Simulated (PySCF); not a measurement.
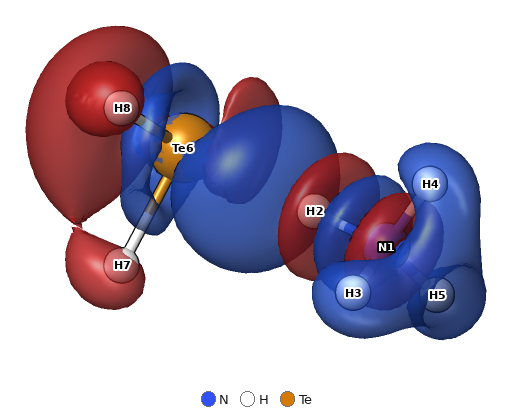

H$_{6}$NTe, charge +1, SMILES `[NH4+].[TeH2]`. Density of the complex less the densities of the two fragments at the same geometry, ±0.01 e/Å³ (blue: gain, red: loss). Fragment A: NH4(+1) (atoms 1–5); fragment B: TeH2.

Method: HF/def2-SVPD; geometry: GFN2-xTB; program: PySCF. Core potentials replace the inner electrons of Te; spin–orbit coupling isn't included. GFN2-xTB bond lengths at metals and heavier atoms can be off by up to 0.1 Å and shapes distorted, which carries into these values.

Cartesian coordinates (Å):

```
N1      -2.7900   -0.0016   -0.0000
H2      -1.5962   -0.0278    0.0000
H3      -3.1153    0.9644   -0.0751
H4      -3.1464   -0.4082    0.8675
H5      -3.1490   -0.5381   -0.7925
Te6      0.5665   -0.0429    0.0001
H7       0.5394    1.1222   -1.1414
H8       0.5388    1.1297    1.1341
```

How is the density rearranged on binding?

Answer. Hirshfeld charges show 0.142 e passing from B to A. By Hirshfeld charges, electrons gather most on N1 (−0.052 e) and leave Te6 most (+0.089 e); 0.33 e is displaced in all.

What is the interaction energy, and which contacts carry it?

Answer. The counterpoise-corrected interaction energy of the frozen fragments is −10.9 kcal/mol without dispersion correction and −16.2 kcal/mol with D3(BJ). The pair geometry is semi-empirical, not a minimum at this level. Contacts: H2···Te6, hydrogen bond, 2.16 Å, ρ = 0.051 a.u. The pose is a local one from a semi-empirical search, not shown to be the most stable.
